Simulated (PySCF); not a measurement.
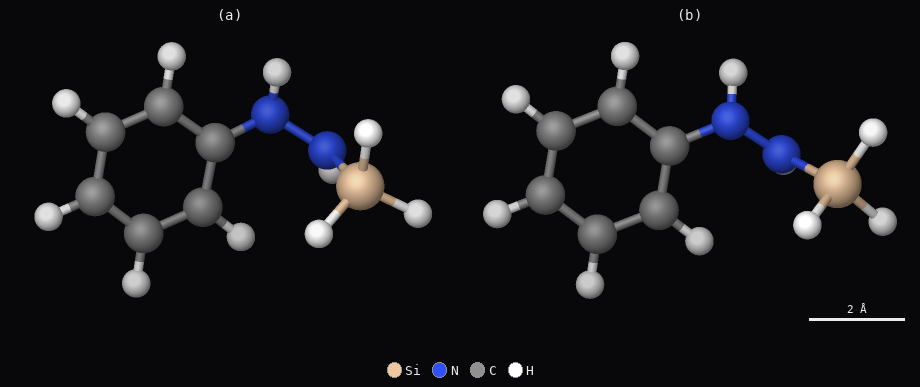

The structure of C$_{6}$H$_{10}$N$_{2}$Si before (left) and after (right) a relaxation, at one scale.

A ball-and-stick model, seen face on.

The start comes from GFN2-xTB. Its atoms were then displaced at random by about 0.01 Å.

The calculation used PBE0-D3(BJ)/def2-SVP geometry optimisation, gas phase in PySCF. 

Describe what moved and what it gained.

Answer. The largest move after the best rigid fit is that of an H atom, 1.01 Å. Largest moves by element: H 1.01 Å, N 0.66 Å, Si 0.38 Å, C 0.32 Å. Near-neighbour distances that change, for instance: H–Si 1.431 → 1.494 Å, C–N 1.341 → 1.389 Å, N–N 1.419 → 1.372 Å, C–C 1.355 → 1.389 Å. Bond angles that change, for instance: N–Si–H 103.9° → 112.4°, N–N–H 108.8° → 116.4°, H–Si–H 115.3° → 109.2°. After 25 geometry steps the energy has fallen by 7.04 kcal/mol.
